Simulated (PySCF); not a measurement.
Molecule: C3H7Cl3Si2, SMILES C(C=C)[SiH2][Si](Cl)(Cl)Cl. Atoms near the plane z = 0.0 Å, at the GFN2-xTB optimised geometry (x, y, z in Å): Si5 (0.6, -0.3, 0.0), Cl7 (2.6, -0.3, 0.0), Cl8 (0.0, 1.7, 0.0), H13 (-2.6, -1.7, 0.9).

Calculation: CAM-B3LYP/def2-TZVP (PySCF 2.14.0). Cells within 0.4 Å of a nucleus heavier than hydrogen are left out (blank, or x). The values are rescaled to run from 0 to 1.

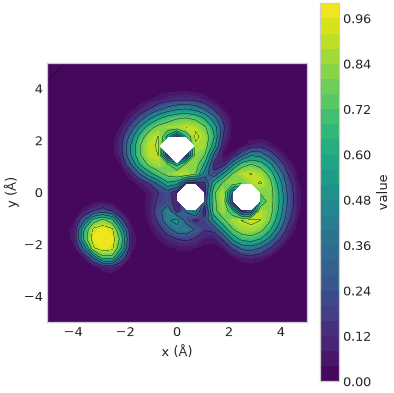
Figure: a field on the plane z = 0.0 Å.

Question: Which quantity is mapped?
A. deformation density (molecule minus spherical neutral atoms)
B. an orbital amplitude
C. electrostatic potential
D. electron localisation function

Answer: D, electron localisation function
